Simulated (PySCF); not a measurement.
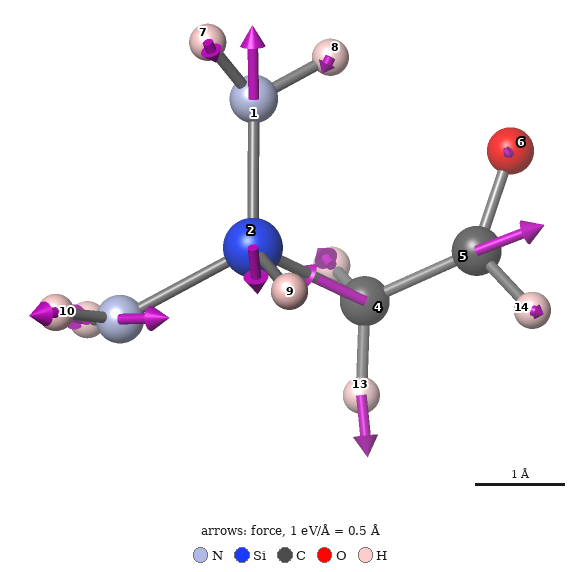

Starting geometry of C₂H₈N₂OSi with the computed forces as purple arrows. The picture is a ball-and-stick view, seen at a tilt.

The start comes from GFN2-xTB. Its atoms were then displaced at random by about 0.01 Å.

The calculation used PySCF, PBE0-D3(BJ)/def2-SVP geometry optimisation, gas phase. 

Is this structure relaxed? If not, where do the atoms go?

Answer. It isn't relaxed: the largest force vector, on a C atom, is 1.91 eV/Å. The final displacements have little in common with the starting forces (cosine between the two patterns 0.01). After 19 geometry steps the energy has fallen by 5.91 kcal/mol. The atom that moves furthest after the best rigid fit is an H atom (0.73 Å). Largest moves by element: H 0.73 Å, N 0.29 Å, C 0.11 Å, O 0.07 Å, Si 0.05 Å. Among the contacts that change: C–C 1.430 → 1.485 Å, C–Si 1.955 → 1.916 Å, C–H 1.062 → 1.100 Å, C–H 1.081 → 1.103 Å. Among the angles between lasting bonds that change: N–Si–C 106.8° → 115.5°, N–Si–N 116.1° → 109.8°, Si–C–C 105.6° → 110.9°.
